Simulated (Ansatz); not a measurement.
```cif
data_structure
_symmetry_space_group_name_H-M 'P 1'
_symmetry_Int_Tables_number 1
_cell_length_a 5.9386
_cell_length_b 5.9386
_cell_length_c 5.9386
_cell_angle_alpha 90.000
_cell_angle_beta 90.000
_cell_angle_gamma 90.000
_cell_volume 209.44
loop_
_atom_site_label
_atom_site_type_symbol
_atom_site_fract_x
_atom_site_fract_y
_atom_site_fract_z
_atom_site_occupancy
Mn1 Mn 0.00000 0.00000 0.00000 1
Co1 Co 0.50000 0.50000 0.50000 1
C1 C 0.20046 0.20046 0.20046 1
C2 C 0.20046 0.79954 0.79954 1
C3 C 0.79954 0.20046 0.79954 1
C4 C 0.79954 0.79954 0.20046 1
N1 N 0.31427 0.31427 0.31427 1
N2 N 0.31427 0.68573 0.68573 1
N3 N 0.68573 0.31427 0.68573 1
N4 N 0.68573 0.68573 0.31427 1
```

Space group P-43m; a structure generated by program, which may or may not match a known phase; the program warned that a starting moment wasn't kept; spin-polarised.

The calculation used DFT PBE, scalar-relativistic, plane waves, PAW in Ansatz 0.2.0.

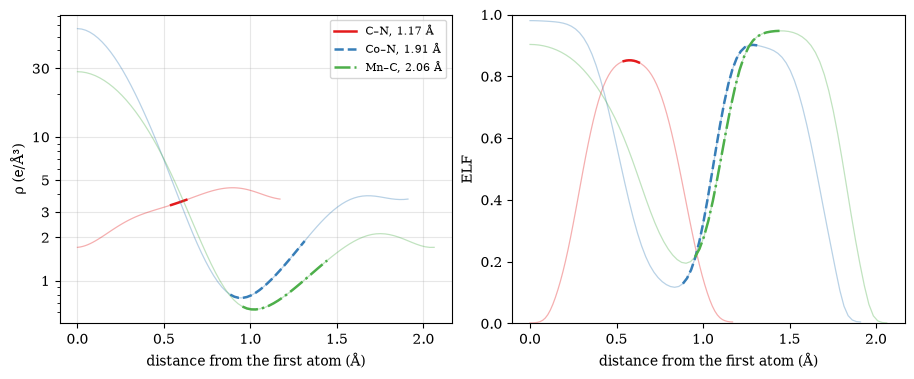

MnCoC₄N₄. Valence pseudo-density and electron localisation function along straight lines between neighbouring atoms. Thin, pale parts lie inside the atomic spheres.

The density is the valence pseudo-density of a PAW calculation; it isn't the true density close to the nuclei.

Compare the contacts.

C–N (1.17 Å): ρ at the midpoint is about 3.5 e/Å³; the ELF peaks at about 0.85 between the atoms (inside overlapping PAW spheres, so only a guide) (a multiple bond).
Co–N (1.91 Å): ρ at the midpoint is about 0.76 e/Å³; the ELF peaks at about 0.90 in the valence shell of N, 0.6 Å from its nucleus, and is about 0.20 at the midpoint.
Mn–C (2.06 Å): ρ at the midpoint is about 0.63 e/Å³; the ELF peaks at about 0.95 in the valence shell of C, 0.6 Å from its nucleus, and is about 0.35 at the midpoint.
